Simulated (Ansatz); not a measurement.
## C₁₈Se: geometry relaxation (part 3 of 3)

C₁₈Se (slab, 19 atoms in the cell); DFT PBEsol, scalar-relativistic, plane waves, PAW, no spin polarisation (Ansatz 0.2.0); cutoff 420 eV, 2×2×1 k-mesh, Gaussian smearing of 0.02 eV. It belongs to a series of runs on one base structure; here: end point A relaxed.

Geometry of the input (Å; fractional positions):
```
7.3980  0.0000  0.0000
-3.6990  6.4069  0.0000
0.0000  0.0000  11.0000
C  0.0000  0.0000  0.0909
C  0.2222  0.1111  0.0909
C  0.0000  0.3333  0.0909
C  0.2222  0.4444  0.0909
C  -0.0000  0.6667  0.0909
C  0.2222  0.7778  0.0909
C  0.3333  0.0000  0.0909
C  0.5556  0.1111  0.0909
C  0.3333  0.3333  0.0909
C  0.5556  0.4444  0.0909
C  0.3333  0.6667  0.0909
C  0.5556  0.7778  0.0909
C  0.6667  0.0000  0.0909
C  0.8889  0.1111  0.0909
C  0.6667  0.3333  0.0909
C  0.8889  0.4444  0.0909
C  0.6667  0.6667  0.0909
C  0.8889  0.7778  0.0909
Se 0.0484  0.2950  0.2673
```

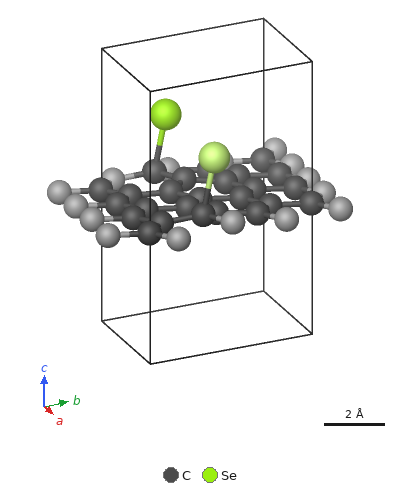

Fig. 1: The geometry at step 6 of the log (ball-and-stick view of the cell of the calculation, with the vacuum cut short, seen slightly off an axis; neighbours outside the cell are drawn fainter).

**Trajectory as extended XYZ, continued**
```
19
Lattice="7.3980 0.0000 0.0000 -3.6990 6.4069 0.0000 0.0000 0.0000 11.0000" Properties=species:S:1:pos:R:3:forces:R:3 step=2 energy=-9861.45594
C     0.0155   -0.0120    0.9520   -0.1657  -0.0666  -0.1223
C     1.2458    0.7042    0.9400   -0.0206   0.2657  -0.1789
C    -1.2359    2.1359    1.0647   -0.1102  -0.0448   0.4543
C     0.0156    2.8481    1.0429    0.6263   0.2567  -0.1316
C    -2.4635    4.2694    0.9858   -0.0006  -0.3914  -0.1418
C    -1.2263    4.9790    0.9876    0.2839  -0.0692  -0.0971
C     2.4748   -0.0051    0.9768    0.0922  -0.0279  -0.1591
C     3.7055    0.7083    0.9897    0.0345  -0.0083  -0.0861
C     1.2510    2.1250    0.9575    0.0727  -0.2803  -0.0832
C     2.4705    2.8450    0.9833    0.0284   0.0496  -0.0572
C     0.0072    4.2735    0.9925   -0.1978   0.0636   0.0608
C     1.2389    4.9799    0.9950    0.0600   0.1717  -0.0414
C     4.9347   -0.0089    0.9908   -0.0557  -0.1991   0.0550
C     6.1736    0.6960    1.0301    0.3417  -0.7714  -0.3343
C     3.7006    2.1331    0.9873    0.0038  -0.0112  -0.1126
C     4.9196    2.8551    0.9924   -0.4930   0.5715  -0.0694
C     2.4721    4.2672    1.0031    0.1436  -0.0455  -0.0044
C     3.7019    4.9799    0.9821   -0.1746   0.1098  -0.0875
Se   -0.8438    1.9645    3.0864   -0.4702   0.4282   1.1405
19
Lattice="7.3980 0.0000 0.0000 -3.6990 6.4069 0.0000 0.0000 0.0000 11.0000" Properties=species:S:1:pos:R:3:forces:R:3 step=3 energy=-9861.66146
C     0.0205   -0.0179    0.9349   -0.6044   0.1832   0.1101
C     1.2506    0.7015    0.9128    0.1861   0.2433   0.0071
C    -1.2355    2.1331    1.1506    0.0406  -0.1819   0.3470
C     0.0281    2.8460    1.0889    0.0967   0.0387  -0.1162
C    -2.4600    4.2634    0.9488   -0.1300  -0.2849  -0.0630
C    -1.2175    4.9722    0.9567    0.2861  -0.0199  -0.0396
C     2.4828   -0.0107    0.9296    0.0271   0.0116  -0.0639
C     3.7129    0.7031    0.9619   -0.0466   0.0121  -0.0389
C     1.2581    2.1164    0.9590   -0.3355  -0.1279   0.1310
C     2.4755    2.8406    0.9596    0.3059  -0.0583  -0.0171
C     0.0130    4.2702    0.9988   -0.2770  -0.1214   0.0635
C     1.2459    4.9758    0.9859    0.1420   0.1857  -0.0060
C     4.9410   -0.0180    0.9887    0.0896  -0.1290   0.0686
C     6.1832    0.6822    1.0540    0.3014  -0.2233  -0.3646
C     3.7033    2.1289    0.9577   -0.2417  -0.0046  -0.0207
C     4.9150    2.8585    0.9914    0.2568   0.2222   0.0574
C     2.4788    4.2620    0.9855   -0.0173   0.0561  -0.0621
C     3.7042    4.9761    0.9448    0.0266  -0.0640  -0.0494
Se   -0.9421    2.0548    3.2303   -0.1061   0.2620   0.0544
19
Lattice="7.3980 0.0000 0.0000 -3.6990 6.4069 0.0000 0.0000 0.0000 11.0000" Properties=species:S:1:pos:R:3:forces:R:3 step=4 energy=-9861.71017
C     0.0048   -0.0215    0.9303    0.2960   0.0214   0.0381
C     1.2526    0.7038    0.9197    0.0085  -0.4273   0.0696
C    -1.2307    2.1220    1.2047   -0.0998  -0.4370   0.1336
C     0.0263    2.8386    1.1172    0.1207  -0.1638   0.3082
C    -2.4562    4.2424    0.9257   -0.1398   0.6050  -0.0091
C    -1.2043    4.9591    0.9337   -0.3211   0.1963  -0.0299
C     2.4888   -0.0170    0.9053   -0.2045  -0.0899   0.0222
C     3.7140    0.6918    0.9436    0.1805  -0.0129   0.0715
C     1.2532    2.1019    0.9928    0.1334   0.4133  -0.0568
C     2.4874    2.8270    0.9546   -0.3056   0.0261   0.0395
C     0.0083    4.2592    1.0033    0.4088   0.2829  -0.0866
C     1.2547    4.9719    0.9699   -0.1947  -0.5324   0.0291
C     4.9486   -0.0357    0.9743    0.0570   0.5571   0.0081
C     6.1935    0.6692    1.0353   -0.4288   0.0586  -0.1948
C     3.7014    2.1194    0.9500    0.3120   0.0383   0.0693
C     4.9273    2.8555    1.0088   -0.1841  -0.4716  -0.0929
C     2.4867    4.2535    0.9600   -0.2589  -0.0631   0.0095
C     3.7029    4.9635    0.9129    0.4017  -0.1172   0.0019
Se   -1.0014    2.2335    3.2977    0.2191   0.1156  -0.3275
19
Lattice="7.3980 0.0000 0.0000 -3.6990 6.4069 0.0000 0.0000 0.0000 11.0000" Properties=species:S:1:pos:R:3:forces:R:3 step=5 energy=-9861.74539
C     0.0057   -0.0239    0.9300    0.0487   0.0911   0.0318
C     1.2516    0.6995    0.9258   -0.0158  -0.1016   0.0282
C    -1.2326    2.1160    1.2009   -0.0873  -0.2432   0.1044
C     0.0277    2.8368    1.1227   -0.0658  -0.1175   0.3250
C    -2.4594    4.2457    0.9256   -0.0603   0.1764  -0.0053
C    -1.2091    4.9616    0.9336   -0.0619   0.0109  -0.0157
C     2.4853   -0.0182    0.9111   -0.0368  -0.0076   0.0243
C     3.7135    0.6919    0.9502    0.0467  -0.0521   0.0377
C     1.2532    2.1034    0.9948    0.0997   0.0738  -0.0286
C     2.4835    2.8265    0.9596   -0.0996  -0.0151   0.0090
C     0.0090    4.2606    1.0022    0.0887   0.2375  -0.0526
C     1.2509    4.9683    0.9704   -0.0971  -0.2309   0.0033
C     4.9463   -0.0328    0.9722    0.0317   0.2397  -0.0068
C     6.1888    0.6678    1.0251   -0.1371  -0.0595  -0.1602
C     3.7015    2.1185    0.9555    0.1173   0.0691   0.0221
C     4.9245    2.8507    1.0043   -0.0602  -0.1194  -0.0516
C     2.4822    4.2511    0.9612   -0.0733   0.0352   0.0087
C     3.7036    4.9618    0.9136    0.1354  -0.1256   0.0082
Se   -0.9685    2.2527    3.2812    0.2268   0.1380  -0.2783
19
Lattice="7.3980 0.0000 0.0000 -3.6990 6.4069 0.0000 0.0000 0.0000 11.0000" Properties=species:S:1:pos:R:3:forces:R:3 step=6 energy=-9861.83943
C    -0.0023   -0.0315    0.9232   -0.1696   0.0723   0.0119
C     1.2451    0.6897    0.9394   -0.0851   0.4009  -0.0113
C    -1.2420    2.0949    1.2117   -0.1805   0.0993  -0.0207
C     0.0238    2.8290    1.1721   -0.3427   0.0005   0.4511
C    -2.4688    4.2427    0.9177    0.1040  -0.4659   0.0523
C    -1.2196    4.9604    0.9263    0.2530  -0.1990   0.0283
C     2.4756   -0.0240    0.9185    0.2758   0.1286   0.0048
C     3.7075    0.6862    0.9598   -0.2032  -0.1047  -0.0152
C     1.2492    2.0983    1.0158    0.2224  -0.4893  -0.0539
C     2.4749    2.8192    0.9718    0.0382  -0.0527  -0.0369
C     0.0015    4.2619    1.0057   -0.2947   0.1814  -0.0470
C     1.2388    4.9582    0.9654    0.0014   0.1988  -0.0413
C     4.9384   -0.0344    0.9568   -0.0489  -0.1956  -0.0307
C     6.1770    0.6571    0.9911    0.2202  -0.1047   0.0549
C     3.6971    2.1133    0.9640   -0.0370   0.0490  -0.0264
C     4.9182    2.8382    0.9995    0.0128   0.3188  -0.0820
C     2.4700    4.2426    0.9597    0.2468   0.1245   0.0041
C     3.6999    4.9505    0.9061   -0.3321  -0.0195  -0.0057
Se   -0.8265    2.3860    3.2354    0.3202   0.0577  -0.2335
19
Lattice="7.3980 0.0000 0.0000 -3.6990 6.4069 0.0000 0.0000 0.0000 11.0000" Properties=species:S:1:pos:R:3:forces:R:3 step=7 energy=-9861.90708
C    -0.0128   -0.0352    0.9219   -0.1192  -0.0627  -0.0117
C     1.2379    0.6871    0.9450   -0.0989   0.3247  -0.0186
C    -1.2569    2.0824    1.2256   -0.0884   0.2609  -0.1071
C     0.0147    2.8243    1.2337   -0.1556   0.1400   0.0935
C    -2.4779    4.2350    0.9151    0.1432  -0.4361   0.0520
C    -1.2272    4.9570    0.9243    0.1649  -0.1564   0.0508
C     2.4698   -0.0264    0.9188    0.2202   0.1009  -0.0172
C     3.6983    0.6812    0.9600   -0.2138  -0.0149  -0.0655
C     1.2462    2.0893    1.0301    0.1355  -0.4362  -0.1073
C     2.4667    2.8129    0.9726    0.0750  -0.0252  -0.0392
C    -0.0103    4.2655    1.0115   -0.2683  -0.0404  -0.0706
C     1.2259    4.9539    0.9580    0.0826   0.3220  -0.0398
C     4.9283   -0.0375    0.9431   -0.0804  -0.3346   0.0001
C     6.1661    0.6488    0.9782    0.2727   0.0826   0.2299
C     3.6908    2.1105    0.9603   -0.1441  -0.0864  -0.0449
C     4.9091    2.8323    0.9902    0.1418   0.2601   0.0826
C     2.4600    4.2385    0.9568    0.2088   0.0408  -0.0253
C     3.6901    4.9426    0.9001   -0.3177   0.1580  -0.0015
Se   -0.6609    2.4758    3.1947    0.0424  -0.0967   0.0396
19
Lattice="7.3980 0.0000 0.0000 -3.6990 6.4069 0.0000 0.0000 0.0000 11.0000" Properties=species:S:1:pos:R:3:forces:R:3 step=8 energy=-9861.88830 accepted=F
C    -0.0209   -0.0278    0.9304    0.1475  -0.1072   0.1474
C     1.2313    0.6963    0.9286    0.2409  -0.5285  -0.0614
C    -1.2582    2.1040    1.2344   -0.0348  -0.3349   0.2976
C     0.0145    2.8348    1.2478    0.2071  -0.2702  -0.1896
C    -2.4785    4.2258    0.9377   -0.1886   0.5752  -0.0047
C    -1.2254    4.9514    0.9375   -0.2099   0.1129  -0.0646
C     2.4713   -0.0263    0.9065   -0.3805  -0.0156  -0.1221
C     3.6892    0.6783    0.9347    0.1726   0.1099   0.1519
C     1.2485    2.0807    0.9983   -0.1791   0.5773   0.1261
C     2.4683    2.8107    0.9425   -0.1184   0.1062  -0.0163
C    -0.0160    4.2656    0.9966    0.3087   0.1191   0.1411
C     1.2257    4.9648    0.9370    0.0282  -0.4336   0.1259
C     4.9229   -0.0416    0.9563    0.3362   0.4403   0.0156
C     6.1706    0.6581    1.0427   -0.4687  -0.0681  -0.5123
C     3.6842    2.1072    0.9412    0.2483   0.0604   0.1011
C     4.9066    2.8410    1.0203   -0.1778  -0.3837  -0.2228
C     2.4646    4.2432    0.9407   -0.3358  -0.0851  -0.0224
C     3.6794    4.9503    0.9005    0.3762  -0.0595   0.0724
Se   -0.6202    2.4213    3.2063    0.0268   0.1879   0.0416
19
Lattice="7.3980 0.0000 0.0000 -3.6990 6.4069 0.0000 0.0000 0.0000 11.0000" Properties=species:S:1:pos:R:3:forces:R:3 step=9 energy=-9861.92416
C    -0.0168   -0.0337    0.9284    0.0001  -0.0151   0.0007
C     1.2351    0.6898    0.9338    0.0036  -0.0130  -0.0080
C    -1.2596    2.0909    1.2329    0.0212   0.0303   0.0268
C     0.0137    2.8276    1.2407    0.0028  -0.0136  -0.0004
C    -2.4788    4.2303    0.9264    0.0016   0.0003   0.0082
C    -1.2268    4.9539    0.9292    0.0020  -0.0195  -0.0023
C     2.4698   -0.0263    0.9077   -0.0061   0.0082  -0.0027
C     3.6933    0.6800    0.9492   -0.0065   0.0040  -0.0128
C     1.2466    2.0843    1.0133   -0.0222   0.0167   0.0002
C     2.4666    2.8115    0.9564   -0.0091   0.0094  -0.0167
C    -0.0132    4.2657    1.0071   -0.0072  -0.0070   0.0158
C     1.2264    4.9584    0.9519    0.0078   0.0047  -0.0086
C     4.9267   -0.0394    0.9483    0.0200  -0.0043   0.0018
C     6.1672    0.6530    1.0005   -0.0182   0.0282   0.0441
C     3.6873    2.1085    0.9516    0.0081  -0.0104  -0.0073
C     4.9076    2.8353    1.0012    0.0040  -0.0079   0.0259
C     2.4612    4.2399    0.9494   -0.0185  -0.0160   0.0012
C     3.6847    4.9456    0.9037    0.0061   0.0238   0.0014
Se   -0.6331    2.4629    3.2084    0.0105  -0.0188  -0.0672
19
Lattice="7.3980 0.0000 0.0000 -3.6990 6.4069 0.0000 0.0000 0.0000 11.0000" Properties=species:S:1:pos:R:3:forces:R:3 step=10 energy=-9861.92475
C    -0.0178   -0.0334    0.9303   -0.0084  -0.0127  -0.0001
C     1.2342    0.6893    0.9307    0.0158   0.0080  -0.0062
C    -1.2596    2.0922    1.2371   -0.0038  -0.0068   0.0097
C     0.0142    2.8275    1.2375    0.0042   0.0100   0.0077
C    -2.4796    4.2305    0.9320   -0.0125  -0.0024  -0.0057
C    -1.2276    4.9534    0.9325    0.0098   0.0108  -0.0126
C     2.4691   -0.0263    0.9053   -0.0029  -0.0017   0.0091
C     3.6927    0.6801    0.9465   -0.0174   0.0065   0.0110
C     1.2456    2.0842    1.0068    0.0130  -0.0031  -0.0063
C     2.4656    2.8117    0.9513    0.0059  -0.0123  -0.0075
C    -0.0137    4.2660    1.0081   -0.0057  -0.0011  -0.0090
C     1.2257    4.9588    0.9512    0.0092   0.0118  -0.0041
C     4.9265   -0.0387    0.9503    0.0145  -0.0140   0.0012
C     6.1665    0.6540    1.0067   -0.0088  -0.0049  -0.0108
C     3.6869    2.1086    0.9508   -0.0076  -0.0060  -0.0015
C     4.9068    2.8355    1.0075   -0.0025   0.0073  -0.0079
C     2.4600    4.2398    0.9474    0.0008   0.0079   0.0072
C     3.6836    4.9462    0.9051    0.0009   0.0013   0.0095
Se   -0.6211    2.4587    3.2028   -0.0045   0.0015   0.0164
```

**Results in brief**

| quantity | value |
| --- | --- |
| outcome | converged |
| electrons treated | 88 |
| free energy | −9861.9247 eV |
| Fermi energy | −0.453 eV |
| final volume | 521.38 Å³ |
| largest force (length of the vector) at the end | 0.022 eV/Å |
| hardware | 1 thread of Arm Neoverse V1, 24 GiB of memory available, shared host |
| wall time | 62 s |
| peak memory | 0.63 GiB |

**Notes**

The k-point mesh is coarse for a cell of this size, so the results may not be converged.
